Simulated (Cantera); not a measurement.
A closed system holds: 1 mol SiC, 0.24 mol H₂, equilibrated at 1.00 bar.

Equilibrium computed with Cantera from the NASA thermochemical tables; the gas is ideal and each condensed phase is pure. Candidate condensed phases: C, C₆H₆, C₇H₈, C₈H₁₈, Si, SiC; 87 gas species. Gases not in the tables: Si₂H₆ and higher silanes. Rates play no part.

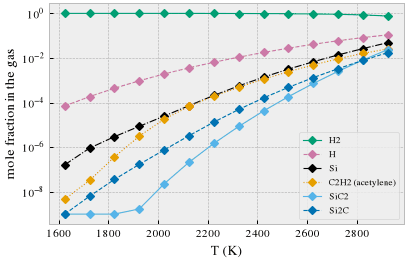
Equilibrium gas composition (values under 1e-9 drawn at 1e-9)

Read off the mole fractions at 1725 K.

H₂ about 1.00, H about 0.00019, Si about 9.1e-7, C₂H₂ (acetylene) about 3.2e-8.
